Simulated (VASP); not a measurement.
Band structure of AgBr (space group Fm-3m). Computed with PBE GGA, VASP's PBE PAW potentials (set 64) (plane waves; VASP).

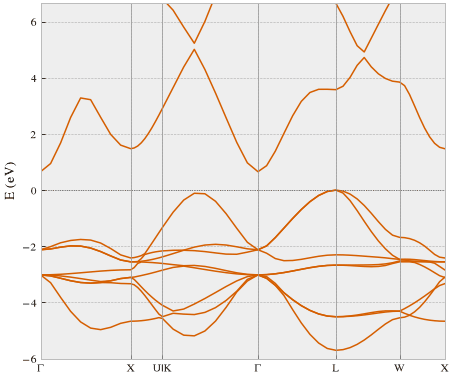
Figure. Bands along high-symmetry lines, zero at the valence-band maximum or, without a gap, the Fermi level

Read the plot: is there a gap, and where are the band edges?

The gap is indirect, 0.66 eV, from the valence maximum at L to the conduction minimum at Γ.

The structure comes from a computed database's AgBr entry; how it stands against other phases isn't given here. The cell was not relaxed at this level.
